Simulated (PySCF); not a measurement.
**One shape, several levels: BHSCl (SMILES S[B]Cl)**

We compute a comparison of 5 runs (UB2PLYP/STO-6G, UPBE/STO-6G, ROCCSD(T)/STO-6G, UCCSD(T)/STO-6G, FCI/STO-6G) of BHSCl. Input form: a Python script.

Program for the calculation: PySCF 2.14.0.

9 further runs of the same task are left out: 9 set aside as unsound or not needed.

## 1. The structure to begin with

BHSCl has 4 atoms, charge 0, and is taken as a doublet. As SMILES, `S[B]Cl`. The S1–B2 distance was set to 2.649 Å, away from the relaxed value. At this shape a bond of the SMILES string is far longer than usual.

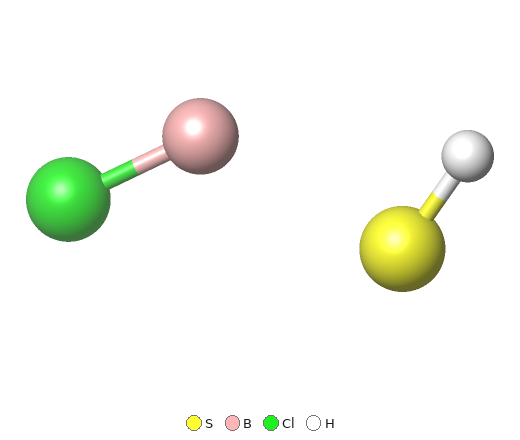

The structure, seen from a chosen angle (sulfur yellow, boron pink, chlorine green, hydrogen white).

## 2. A single-point energy at UB2PLYP/STO-6G (run 1)

File input.py:

```python
from pyscf import gto, dft, mp

molecule = gto.M(
    atom=[
    ('S', (0.999415, -1.421522, 0.970015)),
    ('B', (-0.299600, 0.475700, -0.345800)),
    ('Cl', (-2.014100, 0.616000, -0.427300)),
    ('H', (2.235915, -0.995322, 0.660015)),
],
    max_memory=1860,
    basis='sto-6g',
    verbose=3,
    spin=1,
)

myscf = dft.UKS(molecule)
myscf.xc = '0.53*HF + 0.47*B88, 0.73*LYP'
myscf.conv_tol = 1e-10
myscf.grids.level = 5
myscf.kernel()
if not myscf.converged:
    myscf = myscf.newton().run(myscf.mo_coeff, myscf.mo_occ)

pt = mp.MP2(myscf, frozen=11).run()
e_final = myscf.e_tot + 0.27 * pt.e_corr
print('PT2 part  %.8f' % (0.27 * pt.e_corr))
print(f'total energy: {e_final:.8f} hartree')
```

Run with:

```bash
$ OMP_NUM_THREADS=1 python input.py
```

Log:

```text
converged SCF energy = -880.246099300548  <S^2> = 0.92104266  2S+1 = 2.1642945
E(UMP2) = -880.323029321968  E_corr = -0.0769300214200253
E(SCS-UMP2) = -880.328220002388  E_corr = -0.0821207018402521
PT2 part  -0.02077111
total energy: -880.26687041 hartree
```

Wall time 7.2 s (1 thread of Arm Neoverse V1, shared host); peak memory 0.22 GiB.

## 3. A single-point energy at UPBE/STO-6G (run 2)

File input.py:

```python
from pyscf import gto, dft

mol = gto.M(
    atom=[
    ('S', (0.999415, -1.421522, 0.970015)),
    ('B', (-0.299600, 0.475700, -0.345800)),
    ('Cl', (-2.014100, 0.616000, -0.427300)),
    ('H', (2.235915, -0.995322, 0.660015)),
],
    max_memory=1860,
    charge=0,
    basis='sto-6g',
    spin=1,
    verbose=4,
)

myscf = dft.UKS(mol)
myscf.xc = 'pbe'
myscf.grids.level = 5
myscf.conv_tol = 1e-10
myscf.kernel()
if not myscf.converged:
    myscf = myscf.newton().run(myscf.mo_coeff, myscf.mo_occ)

etot = myscf.e_tot
print('E = %.10f Eh' % etot)
```

Run with:

```bash
$ OMP_NUM_THREADS=1 python input.py
```

Log:

```text
PySCF version 2.14.0

[... 56 lines left out ...]
WARN: HOMO -0.171048921891389 >= LUMO -0.171048921891385
[... 58 lines left out ...]
converged SCF energy = -880.229256955103  <S^2> = 0.7723791  2S+1 = 2.0222553
E = -880.2292569551 Eh
```

Run time: 7.5 s. Hardware: 1 thread of Arm Neoverse V1, shared host; peak memory 0.22 GiB.

Run 3 isn't shown in full; the table further down has it.

## 4. The energy at UCCSD(T)/STO-6G (run 4)

File input.py:

```python
from pyscf import gto, cc

mol = gto.M(
    atom=[
    ('S', (0.999415, -1.421522, 0.970015)),
    ('B', (-0.299600, 0.475700, -0.345800)),
    ('Cl', (-2.014100, 0.616000, -0.427300)),
    ('H', (2.235915, -0.995322, 0.660015)),
],
    basis='sto-6g',
    verbose=3,
    max_memory=1860,
    charge=0,
    spin=1,
)

mf = mol.UHF()
mf.conv_tol = 1e-10
mf.kernel()
if not mf.converged:
    mf = mf.newton().run(mf.mo_coeff, mf.mo_occ)

mycc = cc.CCSD(mf, frozen=11)
mycc.kernel()
e_t = mycc.ccsd_t()
e_final = mycc.e_tot + e_t
print(f'total energy: {e_final:.8f} hartree')
```

Run with:

```bash
$ OMP_NUM_THREADS=1 python input.py
```

Log:

```text
converged SCF energy = -879.228994912526  <S^2> = 1.085529  2S+1 = 2.3113018
E(UCCSD) = -879.3100216086991  E_corr = -0.08102669617295419
UCCSD(T) correction = -0.00267965461311233
total energy: -879.31270126 hartree
```

Wall time 1.3 s (1 thread of Arm Neoverse V1, shared host); peak memory 0.12 GiB.

## 5. The energy at FCI/STO-6G (run 5)

File input.py:

```python
from pyscf import gto, mcscf

system = gto.Mole()
system.atom = 'S 0.999415 -1.421522 0.970015; B -0.299600 0.475700 -0.345800; Cl -2.014100 0.616000 -0.427300; H 2.235915 -0.995322 0.660015'
system.basis = 'sto-6g'
system.max_memory = 1860
system.verbose = 3
system.spin = 1
system.build()

mf = system.ROHF()
mf.conv_tol = 1e-10
mf.kernel()
if not mf.converged:
    mf = mf.newton().run(mf.mo_coeff, mf.mo_occ)

cas = mcscf.CASCI(mf, mf.mo_coeff.shape[-1] - 11, (system.nelec[0] - 11, system.nelec[1] - 11))  # full CI above the frozen core
cas.fix_spin_(ss=0.75)
cas.kernel()
e_final = cas.e_tot
print('E(%s) = %.9f' % ('FCI', e_final))
```

Run with:

```bash
$ OMP_NUM_THREADS=1 python input.py
```

Log:

```text
converged SCF energy = -879.209868187442
CASCI E = -879.313859095511  E(CI) = -46.9292615189208  S^2 = 0.7500000
E(FCI) = -879.313859096
```

Wall time 39 s (1 thread of Arm Neoverse V1, shared host); peak memory 0.32 GiB.

## 6. Overview of the runs

```tsv
run	level	frozen core orbitals	integration grid	energy (Eh)	dipole moment (D) of the reference	HOMO energy (eV)	LUMO energy (eV)	wall time
1	UB2PLYP/STO-6G	11	5	-880.266870	1.05	-4.63	1.84	7.2 s
2	UPBE/STO-6G	–	5	-880.229257	0.89	-1.89	-1.06	7.5 s
3	ROCCSD(T)/STO-6G	11	–	-879.312711	1.04	–	–	1.4 s
4	UCCSD(T)/STO-6G	11	–	-879.312701	1.49	-6.93	5.42	1.3 s
5	FCI/STO-6G	11	–	-879.313859	1.04	–	–	39 s
```

## 7. Results

```
                                           quantity          value
                                run 5: total energy  -879.31386 Eh
        run 5: dipole moment (Hartree–Fock density)         1.04 D
run 5: correlation energy (11 core orbitals frozen)     -104.0 mEh
```

In words: Against full CI in this basis: ROCCSD(T) +1.1 mEh; UCCSD(T) +1.2 mEh. Totals of different functionals can't be ranked against each other. In run 3 the T1 diagnostic is large, so a single reference may not serve. In runs 1, 2, 3, 4, 5 the basis is minimal, so the values are rough. Spin contamination of the reference: run 4 ⟨S²⟩ = 1.09, run 1 ⟨S²⟩ = 0.92. All runs together took 57 s, the longest 39 s.
